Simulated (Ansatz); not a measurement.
## The HOMO–LUMO gap down a group: B to In

One atom is swapped for its congeners: BBr3 `BrB(Br)Br`; AlBr3 (aluminum bromide) `[Br][Al]([Br])[Br]`; GaBr3 (gallium tribromide) `[Br][Ga]([Br])[Br]`; InBr3 (indium tribromide) `[Br][In]([Br])[Br]`. All are singlets with charge 0.

Shapes, held fixed at every level: PBE0-D4/def2-TZVP. Programs: Ansatz 0.2.0. Values in eV.

```json
{"level": "SPW92/def2-TZVPP", "BBr3": "4.01", "AlBr3": "4.85", "GaBr3": "4.16", "InBr3": "3.51"}
{"level": "PBE-D4/def2-TZVPP", "BBr3": "4.09", "AlBr3": "4.99", "GaBr3": "4.31", "InBr3": "3.66"}
{"level": "B3LYP-D4/def2-TZVPP", "BBr3": "5.79", "AlBr3": "6.56", "GaBr3": "5.89", "InBr3": "5.20"}
{"level": "r2SCAN0-D4/def2-TZVPP", "BBr3": "6.55", "AlBr3": "7.53", "GaBr3": "6.84", "InBr3": "6.08"}
{"level": "wB97X-V/def2-TZVPP", "BBr3": "10.69", "AlBr3": "11.44", "GaBr3": "10.89", "InBr3": "10.13"}
{"level": "wB97M-V/def2-TZVPP", "BBr3": "10.43", "AlBr3": "11.01", "GaBr3": "10.58", "InBr3": "9.87"}
```

At wB97M-V/def2-TZVPP the HOMO–LUMO gap isn't monotonic: it is largest for Al and smallest for In (11.01 and 9.87 eV). Every level shows the same order. For atoms past krypton def2 sets carry core potentials with scalar relativity. Relativity is left out for Br, Ga unless named. Orbital gaps aren't excitation energies, and the LUMO depends on the basis.

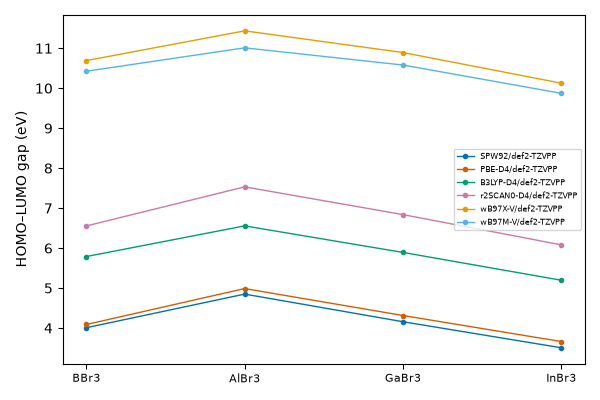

The trend along the series, level by level.
